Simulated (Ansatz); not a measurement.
**ZnS (wurtzite): scan of one atom of the cell**

Relaxed ZnS (wurtzite):

```
CELL_PARAMETERS angstrom
      3.84511     0.00000     0.00000
     -1.92255     3.32996     0.00000
      0.00000     0.00000     6.30566
ATOMIC_POSITIONS crystal
  Zn 0.66667 0.33333 0.99985
  Zn 0.33333 0.66667 0.49985
  S  0.66667 0.33333 0.62535
  S  0.33333 0.66667 0.12535
```

In this cell atom 1 (Zn, nearest neighbour S at 2.357 Å; its periodic images, 3.8 Å or more away, move with it) is moved by s along Cartesian z, unit vector (0.000, 0.000, 1.000); all other atoms and the cell stay fixed.

Computed with PBE (plane waves to 420 eV, PAW, scalar-relativistic; Ansatz, a first-principles code). k mesh 8×8×4 (Γ-centred), Fermi-Dirac smearing 0.05 eV. The energy includes the smearing's −TS. Left out: 1 of 11 points, with atoms too close for the PAW data. ZnS was relaxed with its symmetry unable to fall. The zero of ΔE is the undisplaced structure.

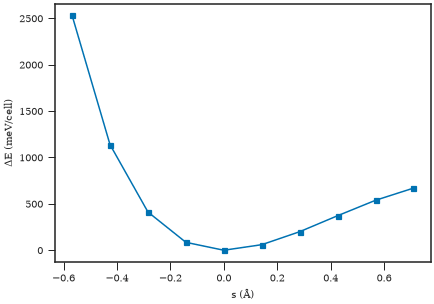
Figure. ΔE (meV/cell) against s (Å); one marker a computed point.

The force along the line at s = -0.568 Å is 13.1 eV/Å and the energy at s = 0.710 Å is 670 meV/cell. Shape of the curve: a single well with its minimum at or next to zero displacement. Harmonic estimate at the end of the scan: ½ks² = 1774 meV/cell against the computed 670 meV/cell, so the well is softer than harmonic there. Symmetry of the curve: not even: the negative side lies higher at ±0.568 Å.

With its periodic images moving along, the atom's site symmetry in this cell is 3m..

(For displaced atoms, the force is minus the slope of the energy, and its curvature is a force constant, which sets phonon frequencies.)
